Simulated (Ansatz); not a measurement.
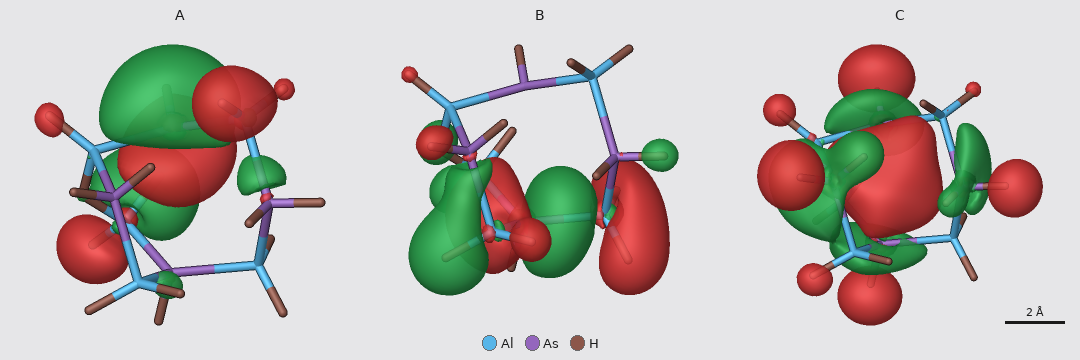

Figure. Al$_{5}$As$_{4}$H$_{16}$ (Al5As4 zinc blende off sphere) (doublet). Three frontier orbitals at ±0.05 Å⁻³ᐟ² (green and red are the two phases), in no order.

Geometry: PBE-D4/def2-SVP.

Computed with UKS PBE0-D4/def2-TZVP in Ansatz.

Input file:

```
crystal:
  periodic: [false, false, false]
  atoms:
    - {symbol: Al, position_ang: [1.039415, -2.712889, -0.122315]}
    - {symbol: Al, position_ang: [-0.633187, 0.010291, -3.006865]}
    - {symbol: Al, position_ang: [-2.645002, -0.699586, 0.565930]}
    - {symbol: Al, position_ang: [-0.597293, 0.055183, 2.749336]}
    - {symbol: Al, position_ang: [1.241185, 2.922334, -0.102228]}
    - {symbol: As, position_ang: [-0.977499, -1.540472, -1.054114]}
    - {symbol: As, position_ang: [1.394054, -1.149119, 1.865694]}
    - {symbol: As, position_ang: [1.334817, 1.265314, -2.001597]}
    - {symbol: As, position_ang: [-0.720286, 1.918640, 1.150665]}
    - {symbol: H, position_ang: [2.310436, -2.542080, -1.082748]}
    - {symbol: H, position_ang: [0.606411, -4.084172, 0.585429]}
    - {symbol: H, position_ang: [-0.090343, -0.830958, -4.257832]}
    - {symbol: H, position_ang: [-1.827108, 1.076715, -3.096388]}
    - {symbol: H, position_ang: [-4.009448, -1.512340, 0.757474]}
    - {symbol: H, position_ang: [-2.665365, 0.948495, 0.419373]}
    - {symbol: H, position_ang: [-1.851903, -0.932548, 2.126382]}
    - {symbol: H, position_ang: [-0.814649, 0.211559, 4.319254]}
    - {symbol: H, position_ang: [0.802104, 4.351048, -0.668187]}
    - {symbol: H, position_ang: [2.495839, 2.653594, 0.870845]}
    - {symbol: H, position_ang: [-1.759423, -2.713049, -1.643703]}
    - {symbol: H, position_ang: [2.114931, -1.818245, 3.027385]}
    - {symbol: H, position_ang: [2.402739, -0.037565, 1.599559]}
    - {symbol: H, position_ang: [2.104315, 1.971578, -3.113268]}
    - {symbol: H, position_ang: [2.413163, 0.242683, -1.655497]}
    - {symbol: H, position_ang: [-1.667902, 2.945588, 1.767408]}
basis:
  gaussian: {orbitals: def2-TZVP, fitting: {mean_field: def2-universal-jkfit}, initial_orbitals: start.molden}
magnetization: {spin_polarized: true, initial_magnetization: 1}
hamiltonian: {xc: pbe0, dispersion: d4}
scf: {omitted_lower_state_checks: [starts]}
output: {orbitals: {seedname: orbitals}}
```

Launched as:

```sh
ansatz run in.yaml --threads 2 --pin off --events-out ev --progress --plain --max-ram 20480MiB --backend cuda --devices 0, --max-vram 18GiB
```

> Which picture is the HOMO−1, the HOMO and the LUMO? All are α orbitals.

B is the HOMO−1 (α) (−7.66 eV). By Hirshfeld shares it lies mainly on As6 (about 40 %), Al2 (about 15 %), Al1 (about 10 %), H11 (about 5 %) and H12 (about 5 %). A is the HOMO (α) (−6.50 eV). Its weight (Hirshfeld) is mainly on As9 (about 50 %), Al3 (about 10 %), H15 (about 10 %) and Al5 (about 10 %). C is the LUMO (α) (−1.75 eV). Its weight (Hirshfeld) is mainly on As7 (about 15 %), As9 (about 15 %), As6 (about 10 %), H25 (about 10 %), As8 (about 10 %) and Al4 (about 5 %).

> What is the gap between the highest occupied and lowest empty α orbitals?

4.75 eV between the orbital energies.
